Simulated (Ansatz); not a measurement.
**MP2/cc-pVDZ run of CH5BN2 (SMILES NC1BN1)**

What is the energy change on altering one bond length of CH5BN2 at MP2/cc-pVDZ? 

The calculation is run with Ansatz 0.2.0.

74 further runs of the same task are left out: 74 set aside as unsound or not needed.

## (1) The system as given

CH5BN2 has 9 atoms, charge 0, and is taken as a singlet. As SMILES, `NC1BN1`. Geometry: relaxed at PBE0-D4/def2-TZVP. This is one conformer, not always the lowest.

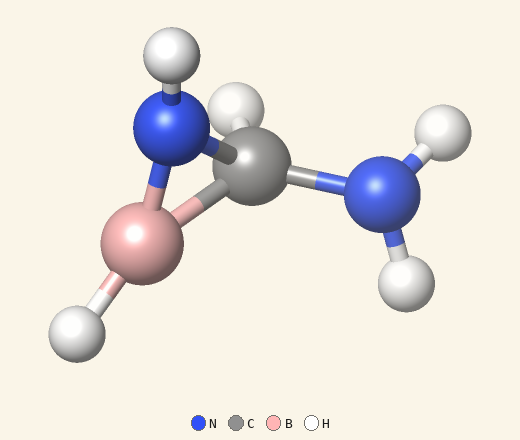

Viewed from a chosen angle; nitrogen blue, carbon grey, boron pink, hydrogen white.

## (2) A single-point energy at MP2/cc-pVDZ

Input file run.yaml:

```yaml
crystal:
  periodic: [false, false, false]
  atoms:
    - symbol: N
      position_ang: [0.142900, 1.194400, -0.640600]
    - symbol: C
      position_ang: [-0.364200, -0.077200, -0.222300]
    - symbol: B
      position_ang: [0.591200, -1.194100, 0.303200]
    - symbol: N
      position_ang: [-0.130500, -0.469900, 1.171500]
    - symbol: H
      position_ang: [0.784000, 1.117400, -1.417000]
    - symbol: H
      position_ang: [-0.589900, 1.842600, -0.892400]
    - symbol: H
      position_ang: [-1.366400, -0.317200, -0.582700]
    - symbol: H
      position_ang: [1.414200, -2.039000, 0.194700]
    - symbol: H
      position_ang: [-0.392800, -0.103200, 2.068300]
basis:
  gaussian: {orbitals: cc-pVDZ}
correlation: {method: mp2, frozen_orbitals: {B: 1, C: 1, H: 0, "N": 1}}
accuracy: high
```

Command:

```sh
$ ansatz run run.yaml --threads 1 --pin off --max-ram 3480MiB --events-out events.jsonl --progress --plain --runs-dir runs
```

The program printed:

```text
Warning: RAYON_NUM_THREADS=1 ignored (pool sized by the plan → 1); use --threads N
Functional definition: HF
  name "HF"
  exchange = exact_x
  correlation = 0
1915 factors; integrals over basis functions are off by at most 3.1e-9 eV
mean field evaluation 1: about -4740.8137 eV, gradient 3.5e1 eV
mean field evaluation 2: about -4740.8145 eV, gradient 3.5e1 eV
mean field evaluation 4: about -4743.7597 eV, gradient 3.5e0 eV
mean field evaluation 8: about -4743.7994 eV, gradient 2.5e-4 eV
mean field -4743.79940057 eV, -174.3314125084 hartree, gradient 9.5e-8 eV, S^2 0.000000; 0 other end points of the search recorded, 0 dependent functions left out
4 core orbitals not correlated: weight in the atoms' cores, before any rotation towards them, 1.000 or more for the frozen orbitals, at most 0.000 for the correlated occupied ones
reference -4743.79940057 eV, -174.3314125084 hartree; 11, 11 occupied and 66, 66 virtual orbitals, 1915 factors
second order -15.12836092 eV of doubles, -0.00000000 eV of singles
Total energy: -4758.92776149 eV, -174.8873695177 hartree
```

Run time: 2.2 s. Hardware: 1 thread of Arm Neoverse V2, shared host; peak memory 0.2 GiB.

## (3) The distorted shape at the same level

Input file job.yaml:

```yaml
crystal:
  periodic: [false, false, false]
  atoms:
    - symbol: "N"
      position_ang: [0.362742, 0.999938, -0.565059]
    - symbol: C
      position_ang: [-0.144358, -0.271662, -0.146759]
    - symbol: B
      position_ang: [0.811042, -1.388562, 0.378741]
    - symbol: N
      position_ang: [0.089342, -0.664362, 1.247041]
    - symbol: H
      position_ang: [1.003842, 0.922938, -1.341459]
    - symbol: H
      position_ang: [-0.589900, 1.842600, -0.892400]
    - symbol: H
      position_ang: [-1.146558, -0.511662, -0.507159]
    - symbol: H
      position_ang: [1.634042, -2.233462, 0.270241]
    - symbol: H
      position_ang: [-0.172958, -0.297662, 2.143841]
basis:
  gaussian:
    orbitals: cc-pVDZ
correlation:
  method: mp2
  frozen_orbitals: {B: 1, C: 1, H: 0, "N": 1}
accuracy: high
```

Command:

```sh
$ ansatz run job.yaml --threads 1 --pin off --max-ram 3480MiB --events-out events.jsonl --progress --plain --runs-dir runs
```

The program printed:

```text
Warning: RAYON_NUM_THREADS=1 ignored (pool sized by the plan → 1); use --threads N
[... 4 set-up lines as earlier in the session ...]
1919 factors; integrals over basis functions are off by at most 3.1e-9 eV
mean field evaluation 1: about -4739.3555 eV, gradient 3.4e1 eV
mean field evaluation 2: about -4739.3567 eV, gradient 3.4e1 eV
mean field evaluation 4: about -4742.4332 eV, gradient 3.5e0 eV
mean field evaluation 8: about -4742.4795 eV, gradient 3.7e-4 eV
mean field -4742.47945552 eV, -174.2829054222 hartree, gradient 1.9e-8 eV, S^2 0.000000; 0 other end points of the search recorded, 0 dependent functions left out
4 core orbitals not correlated: weight in the atoms' cores, before any rotation towards them, 1.000 or more for the frozen orbitals, at most 0.000 for the correlated occupied ones
reference -4742.47945552 eV, -174.2829054222 hartree; 11, 11 occupied and 66, 66 virtual orbitals, 1919 factors
second order -15.34240797 eV of doubles, -0.00000000 eV of singles
Total energy: -4757.82186348 eV, -174.8467285155 hartree
```

Wall time 2.3 s (1 thread of Arm Neoverse V2, shared host); peak memory 0.2 GiB.

## (4) Summary of results

At MP2/cc-pVDZ, 4 core orbitals frozen:

| quantity | value |
| --- | --- |
| first shape: total energy | -174.88737 Eh |
| first shape: correlation energy (4 core orbitals frozen) | -556.0 mEh |
| distorted shape: total energy | -174.84673 Eh |
| distorted shape: correlation energy (4 core orbitals frozen) | -563.8 mEh |
| energy change with the N1–H6 bond stretched from 1.010 to 1.313 Å | 1.106 eV |

What this shows: With the N1–H6 bond stretched from 1.010 to 1.313 Å the energy rises by 1.11 eV (26 kcal/mol). The first shape isn't relaxed at this level, so the change isn't measured from a minimum.
